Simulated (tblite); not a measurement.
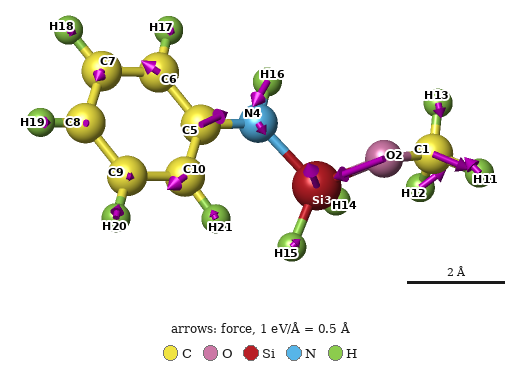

Starting geometry of C7H11NOSi with the computed forces as purple arrows. The picture is a ball-and-stick view, seen at a tilt.

All numbers below come from GFN2-xTB geometry optimisation, gas phase (tblite 0.8.0). 

Q: Is this structure relaxed? If not, where do the atoms go?

A: It isn't relaxed: the largest force vector, on O2, is 2.74 eV/Å. The final displacements have little in common with the starting forces (cosine between the two patterns 0.28). The largest move after the best rigid fit is that of H15, 1.83 Å. Largest moves by element: H 1.83 Å, O 1.25 Å, C 0.58 Å, N 0.51 Å, Si 0.46 Å. Some distances before and after: O2–Si3 1.735 → 1.623 Å, Si3–N4 1.768 → 1.717 Å, N4–C5 1.420 → 1.374 Å, N4–H16 1.048 → 1.010 Å. Bond angles that change, for instance: C1–O2–Si3 105.2° → 126.1°, O2–Si3–N4 107.7° → 98.6°, H14–Si3–H15 105.3° → 110.1°. Groups turn about C1–O2 by about 85°, Si3–N4 by about 75°, O2–Si3 by about 65°. The energy falls by 27.8 kcal/mol in 158 geometry steps.
